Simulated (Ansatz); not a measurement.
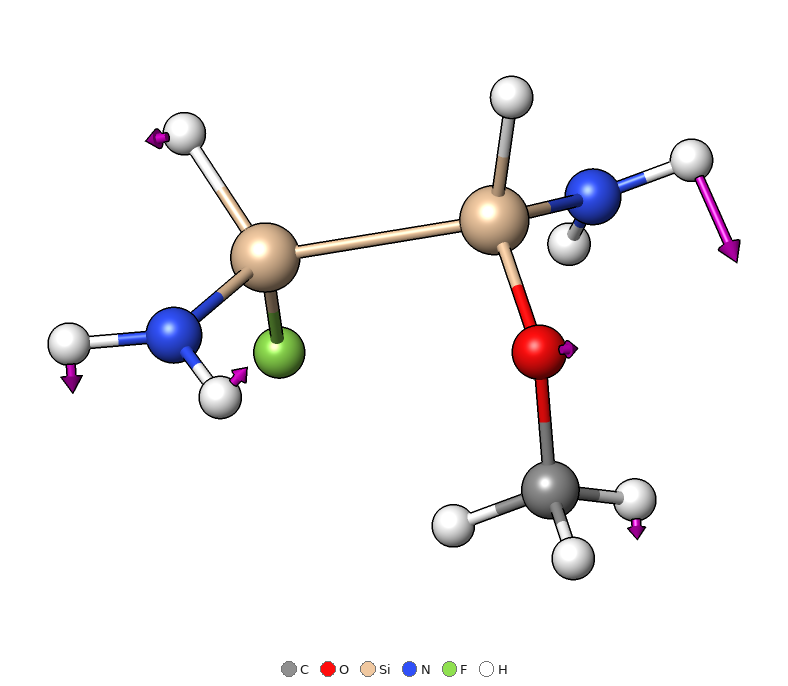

The arrows show one normal mode. Harmonic vibrations computed with RKS PBE0-D4/def2-TZVP (Ansatz 0.2.0) at a stationary point of the same level.

Q: Estimate its harmonic wavenumber.

A: 286 cm⁻¹; it is mode 9 of 42 counted from the lowest.
